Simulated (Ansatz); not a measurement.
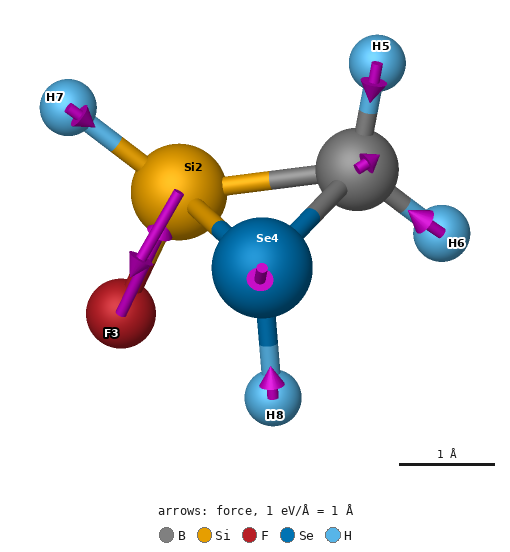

Starting geometry of BSiH4SeF with the computed forces as purple arrows. Style: ball-and-stick. Shown at a tilt.

The start comes from PBE-D4/def2-SVP.

Level of theory: RKS PBE0-D4/def2-TZVP in Ansatz. Set-up: force threshold 0.005 eV/Å; at most 150 steps.

**What follows when this structure is relaxed?**

It isn't relaxed: the largest force vector, on the F atom, is 1.33 eV/Å. The final displacements follow the starting forces only in part (cosine between the two patterns 0.62). Over 10 accepted moves (11 points after the start) the energy falls by 1.39 kcal/mol. The largest force component goes from 0.98 to 0.0016 eV/Å. The line search rejected the trial step at point 7 of the run. The atom that moves furthest after the best rigid fit is the F atom (0.043 Å). By element the largest moves are F 0.043 Å, Si 0.037 Å, Se 0.037 Å, H 0.036 Å, B 0.033 Å. Near-neighbour distances that change, for instance: Se–Si 2.453 → 2.399 Å, F–Si 1.642 → 1.597 Å, B–Se 2.218 → 2.248 Å, B–H 1.220 → 1.198 Å. Bond angles that change, for instance: Se–B–H 111.6° → 109.3°, Si–B–Se 71.9° → 69.6°, B–Si–Se 59.2° → 61.5°.
